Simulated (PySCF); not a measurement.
# C4H10Si (SMILES CC[Si]CC) at 5 levels

We compute a comparison of 5 runs (HF/3-21G, HF/cc-pVDZ, HF/def2-SVP, B3LYP/STO-3G, B3LYP/6-31G*) of C4H10Si. The job is set up through a Python script.

Program for the calculation: PySCF 2.14.0.

### Step 1. The system as given

C4H10Si: 15 atoms, total charge 0, spin state singlet. As SMILES, `CC[Si]CC`. The shape is that of a PBE0-D4/def2-TZVP optimisation. This is one conformer, not always the lowest.

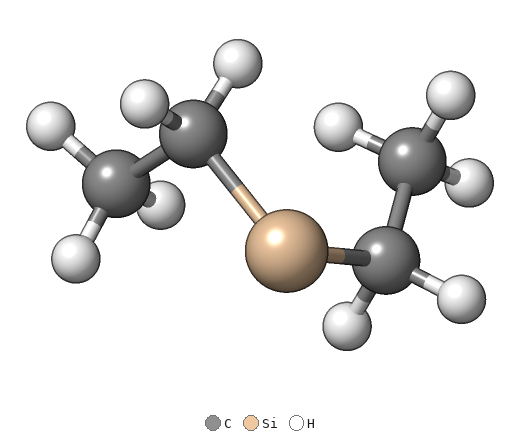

Viewed from a chosen angle; carbon grey, silicon light orange, hydrogen white.

### Step 2. Energy and gradient at HF/3-21G (run 1)

calc.py

```python
from pyscf import gto

mol = gto.M(
    atom=[
    ('C', (-0.565500, 0.475700, 1.789000)),
    ('C', (0.857300, 0.393200, 1.213600)),
    ('Si', (1.018300, -1.351600, 0.468900)),
    ('C', (0.026300, -1.153200, -1.145900)),
    ('C', (-0.113700, 0.189300, -1.850000)),
    ('H', (-0.789900, -0.368400, 2.451300)),
    ('H', (-0.705100, 1.384600, 2.379600)),
    ('H', (-1.321300, 0.477500, 0.999400)),
    ('H', (1.584800, 0.523700, 2.019400)),
    ('H', (1.017600, 1.197300, 0.488900)),
    ('H', (0.379100, -1.925800, -1.839200)),
    ('H', (-0.966200, -1.529000, -0.833400)),
    ('H', (0.858800, 0.577300, -2.164600)),
    ('H', (-0.736600, 0.115600, -2.746000)),
    ('H', (-0.565800, 0.943000, -1.201700)),
],
    spin=0,
    verbose=4,
    max_memory=1860,
    basis='3-21g',
)

hf = mol.RHF()
hf.conv_tol = 1e-10
hf.kernel()
if not hf.converged:
    hf = hf.newton().run(hf.mo_coeff, hf.mo_occ)

energy = hf.e_tot
print('Final energy', energy)
grad = hf.nuc_grad_method().kernel()
dip = hf.dip_moment()
pop, q = hf.mulliken_pop()
```

Run with:

```console
$ OMP_NUM_THREADS=1 python calc.py
```

The program printed:

```text
PySCF version 2.14.0

[... 71 lines left out ...]
converged SCF energy = -443.791475603785
Final energy -443.79147560378533
[... 11 lines left out ...]
Dipole moment(X, Y, Z, Debye): -0.65629,  1.25937, -0.52709
[... 85 lines left out ...]
charge of   14H =      0.20083
```

It took 7.2 s on 1 thread of Intel Xeon at 2.70GHz, shared host; peak memory 0.14 GiB.

### Step 3. Energy and forces at HF/cc-pVDZ (run 2)

calc.py

```python
# CC[Si]CC
import pyscf.grad
from pyscf import gto

mol = gto.M(
    atom='''
C     -0.565500     0.475700     1.789000
C      0.857300     0.393200     1.213600
Si     1.018300    -1.351600     0.468900
C      0.026300    -1.153200    -1.145900
C     -0.113700     0.189300    -1.850000
H     -0.789900    -0.368400     2.451300
H     -0.705100     1.384600     2.379600
H     -1.321300     0.477500     0.999400
H      1.584800     0.523700     2.019400
H      1.017600     1.197300     0.488900
H      0.379100    -1.925800    -1.839200
H     -0.966200    -1.529000    -0.833400
H      0.858800     0.577300    -2.164600
H     -0.736600     0.115600    -2.746000
H     -0.565800     0.943000    -1.201700
''',
    charge=0,
    max_memory=1860,
    verbose=4,
    basis='cc-pvdz',
    spin=0,
)

mf = mol.RHF()
mf.conv_tol = 1e-10
mf.kernel()
if not mf.converged:
    mf = mf.newton().run(mf.mo_coeff, mf.mo_occ)

energy = mf.e_tot
print(f'total energy: {energy:.8f} hartree')
grad = mf.Gradients().kernel()
mf.analyze()
```

Run with:

```console
$ OMP_NUM_THREADS=1 python calc.py
```

The program printed:

```text
PySCF version 2.14.0

[... 103 lines left out ...]
MO #9   energy= -4.21847675706941  occ= 2
[... 22 lines left out ...]
MO #32  energy= 0.26190692572461   occ= 0
[... 22 lines left out ...]
MO #55  energy= 0.841365198563061  occ= 0
[... 22 lines left out ...]
MO #78  energy= 1.47786987417371   occ= 0
[... 22 lines left out ...]
MO #101 energy= 2.09064134809692   occ= 0
[... 22 lines left out ...]
MO #124 energy= 2.99426974551494   occ= 0
[... 142 lines left out ...]
Dipole moment(X, Y, Z, Debye): -0.62953,  1.24523, -0.52949
```

Wall time 34 s (1 thread of Intel Xeon at 2.70GHz, shared host); peak memory 0.35 GiB.

Runs 3 to 4 aren't shown in full; the table further down has their settings and results.

### Step 4. Energy and forces at B3LYP/6-31G(d) (Cartesian functions) (run 5)

input.py

```python
# CC[Si]CC
from pyscf import gto, dft

system = gto.Mole()
system.atom = [
    ('C', (-0.565500, 0.475700, 1.789000)),
    ('C', (0.857300, 0.393200, 1.213600)),
    ('Si', (1.018300, -1.351600, 0.468900)),
    ('C', (0.026300, -1.153200, -1.145900)),
    ('C', (-0.113700, 0.189300, -1.850000)),
    ('H', (-0.789900, -0.368400, 2.451300)),
    ('H', (-0.705100, 1.384600, 2.379600)),
    ('H', (-1.321300, 0.477500, 0.999400)),
    ('H', (1.584800, 0.523700, 2.019400)),
    ('H', (1.017600, 1.197300, 0.488900)),
    ('H', (0.379100, -1.925800, -1.839200)),
    ('H', (-0.966200, -1.529000, -0.833400)),
    ('H', (0.858800, 0.577300, -2.164600)),
    ('H', (-0.736600, 0.115600, -2.746000)),
    ('H', (-0.565800, 0.943000, -1.201700)),
]
system.max_memory = 1860
system.verbose = 4
system.cart = True
system.basis = '6-31g*'
system.build()

mf = dft.RKS(system)
mf.xc = 'b3lyp'
mf.conv_tol = 1e-10
mf.grids.level = 5
mf.kernel()
if not mf.converged:
    mf = mf.newton().run(mf.mo_coeff, mf.mo_occ)

e_final = mf.e_tot
print(f'total energy: {e_final:.8f} hartree')
grad = mf.nuc_grad_method().kernel()
dip = mf.dip_moment()
pop, q = mf.mulliken_pop()
```

Run with:

```console
$ OMP_NUM_THREADS=1 python input.py
```

The program printed:

```text
PySCF version 2.14.0

[... 84 lines left out ...]
converged SCF energy = -447.886612404655
total energy: -447.88661240 hartree
[... 12 lines left out ...]
Dipole moment(X, Y, Z, Debye): -0.70342,  1.28409, -0.54122
[... 115 lines left out ...]
charge of   14H =      0.14905
```

Run time: 74 s. Hardware: 1 thread of Intel Xeon at 2.70GHz, shared host; peak memory 1 GiB.

### Step 5. All runs side by side

```csv
run,level,integration grid,Cartesian functions,energy (Eh),dipole moment (D),HOMO energy (eV),LUMO energy (eV),wall time
1,HF/3-21G,–,no,-443.791476,1.51,-7.98,1.38,7.2 s
2,HF/cc-pVDZ,–,no,-446.175199,1.49,-8.04,1.39,34 s
3,HF/def2-SVP,–,no,-445.963530,1.50,-8.10,1.41,26 s
4,B3LYP/STO-3G,5,no,-442.651915,0.13,-2.79,1.60,37 s
5,B3LYP/6-31G* (Cartesian functions),5,yes,-447.886612,1.56,-5.43,-2.04,74 s
```

### Step 6. Results

| quantity | value |
| --- | --- |
| run 5: total energy | -447.88661 Eh |
| run 5: dipole moment | 1.56 D |
| run 5: HOMO energy | -5.43 eV |
| run 5: LUMO energy | -2.04 eV |
| run 5: HOMO–LUMO gap | 3.39 eV |
| run 5: largest force on an atom | 0.505 eV/Å |

The dipole moment (its size) runs from 0.13 D (B3LYP/STO-3G) to 1.56 D (B3LYP/6-31G*). The two dipoles point in opposite directions. The HOMO–LUMO gap runs from 3.39 eV (B3LYP/6-31G*) to 9.51 eV (HF/def2-SVP). The two ends differ in method and basis. In run 4 the basis is minimal, so the values are rough. All runs together took 3 min, the longest 74 s.
